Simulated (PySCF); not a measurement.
Consider Cl₂H₂O₂Zn₂.

The calculation's input:

```
{"job": {"kind": "uv", "xc": "B3LYP", "basis": "def2-SVPD", "ip": false, "nstates": 15}, "charge": 0, "multiplicity": 1}
Zn    -1.009819    -1.041772    -0.012868
Cl    -2.495700    -2.554539    -0.026390
O     -0.555284     0.561222    -0.972205
Zn     1.038420     1.025221    -0.001488
Cl     2.543746     2.517817    -0.011978
O      0.567722    -0.561788     0.976773
H     -0.970605     0.979931    -1.728232
H      1.019749    -1.011753     1.692677
```

Command:

```sh
OMP_NUM_THREADS=1 python probes_run.py task.json out
```

Geometry: PBE0-D3(BJ)/def2-SVP.

Theory: B3LYP/def2-SVPD, SCF density, gas phase (PySCF).

### Predict the electron density and electron localisation function between the atoms.

Zn–O (1.92 Å): the density is about 0.59 e/Å³ at the midpoint; the ELF peaks at about 0.85 in the valence shell of O, 0.6 Å from its nucleus, and is about 0.15 at the midpoint.
Zn–Cl (2.12 Å): ρ at the midpoint is about 0.65 e/Å³; the ELF peaks at about 0.80 in the valence shell of Cl, 0.8 Å from its nucleus, and is about 0.45 at the midpoint.
O–H (0.96 Å): ρ is about 3.7 e/Å³ halfway; the ELF climbs to about 1 towards the hydrogen, as it does in any bond to H; an ordinary covalent bond to hydrogen.

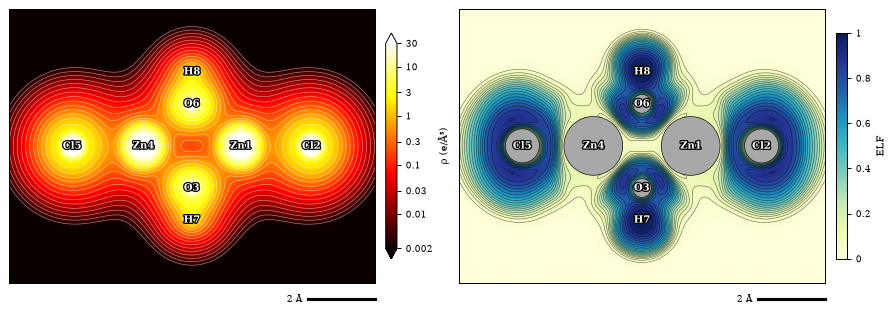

Computed electron density and electron localisation function on the molecular plane, in this order. Grey discs cover the atomic cores in the ELF map. 
